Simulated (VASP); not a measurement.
Band structure of MoS2 (space group P6_3/mmc). Method: PBE GGA with D3 dispersion (Becke-Johnson damping) with spin-orbit coupling, VASP's PBE PAW potentials (set 64) (plane waves; VASP).

The path is coarsely sampled, so an indirect gap can come out somewhat too large.

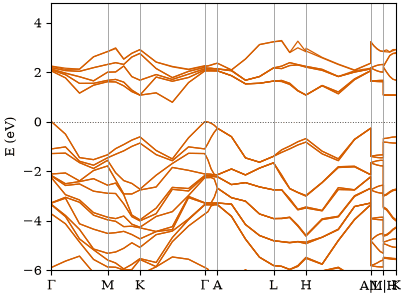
Bands along high-symmetry lines, zero at the valence-band maximum or, without a gap, the Fermi level

**Question.** Read the plot: is there a gap, and where are the band edges?

**Answer.** The gap is indirect, 0.78 eV, from the valence maximum at Γ to the conduction minimum at K-Γ at 0.50.

The structure comes from a measured MoS2 entry (P6_3/mmc) of the Crystallography Open Database, whose conditions weren't checked. It was relaxed first.
